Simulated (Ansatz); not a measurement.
The figure comes from a scan of ZnS (wurtzite): one Zn atom of a 4-atom cell moves by s along Cartesian z, with its periodic images. Computed with PBE (plane waves to 420 eV, PAW, scalar-relativistic; Ansatz, a quantum-chemistry and plane-wave program). k mesh 8×8×4 (Γ-centred), Fermi-Dirac smearing 0.05 eV. E stands for the smeared free energy. Left out: 1 of 11 points, with atoms too close for the PAW data. ZnS was relaxed with its symmetry unable to fall. ΔE is measured from the undisplaced structure.

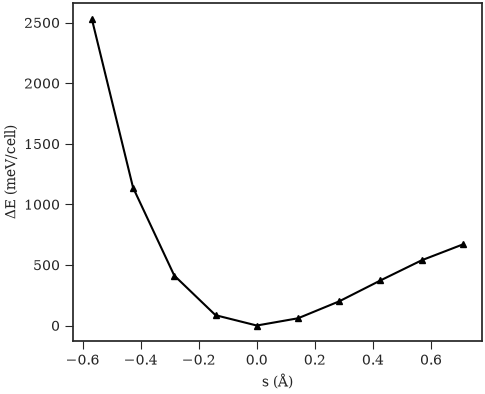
Figure: ΔE (meV/cell) against s (Å); markers are the computed points, lines only join them.

Task: List the plotted points as numbers.

Result: To the nearest 50:

```json
[
 {"s (Å)": "-0.568", "ΔE (meV/cell)": "2550"},
 {"s (Å)": "-0.426", "ΔE (meV/cell)": "1150"},
 {"s (Å)": "-0.284", "ΔE (meV/cell)": "400"},
 {"s (Å)": "-0.142", "ΔE (meV/cell)": "100"},
 {"s (Å)": "0.000", "ΔE (meV/cell)": "0"},
 {"s (Å)": "0.142", "ΔE (meV/cell)": "50"},
 {"s (Å)": "0.284", "ΔE (meV/cell)": "200"},
 {"s (Å)": "0.426", "ΔE (meV/cell)": "350"},
 {"s (Å)": "0.568", "ΔE (meV/cell)": "550"},
 {"s (Å)": "0.710", "ΔE (meV/cell)": "650"}
]
```

(A displaced cell: forces are minus the slopes of the energy, force constants its curvatures, and phonons follow from these.)
